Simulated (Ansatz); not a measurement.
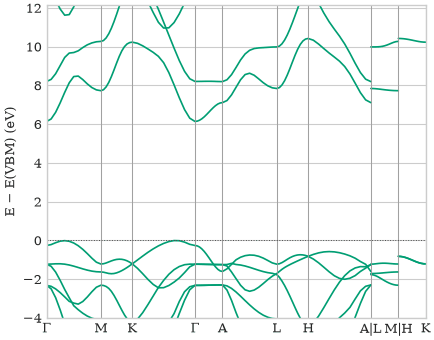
Fig. 1. Band structure from plane-wave PAW PBE+D3(BJ) (Ansatz code)

Problem. Read off the gap and where the band edges lie.

Solution. About 6.1 eV (6.14 eV by a search for the band edges); maximum on the K–Γ line, 70 % of the way from K, minimum at Γ.

The material is SiO2 (CdI2 type, P-3m1).

A made-up cell: these elements were put on the sites of a structure type; neither database checked (COD, Materials Project) lists it. It is not the phase usual at ambient conditions (space group No. 92, 152, 154). Symmetry was held in the PBE+D3(BJ) relaxation; phonons on a q-mesh show no instability.

Potentials: the later of the program's two PAW sets.
